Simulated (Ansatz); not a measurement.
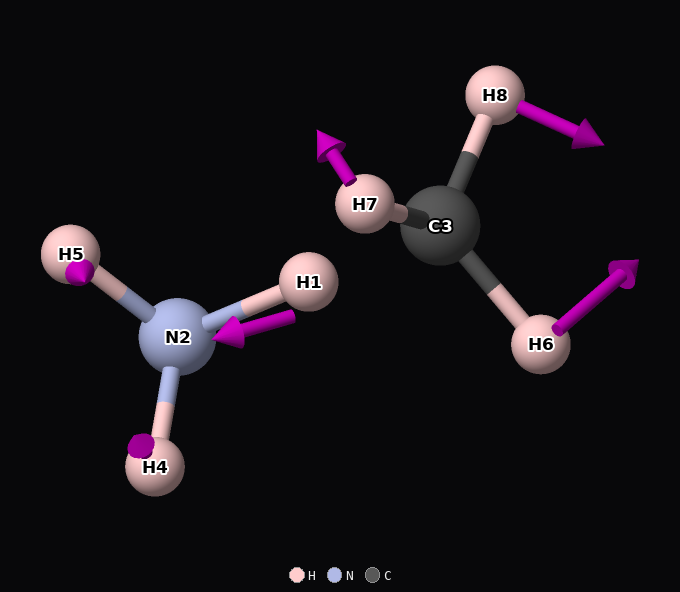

The arrows show one normal mode. Charge 0, doublet. Harmonic vibrations computed with UKS PBE0-D4/def2-SVP (Ansatz 0.2.0) at a stationary point of the same level. It is a saddle point of order 1.

> Estimate its harmonic wavenumber.

1403 cm⁻¹; it is mode 11 of 18 counted from the lowest.
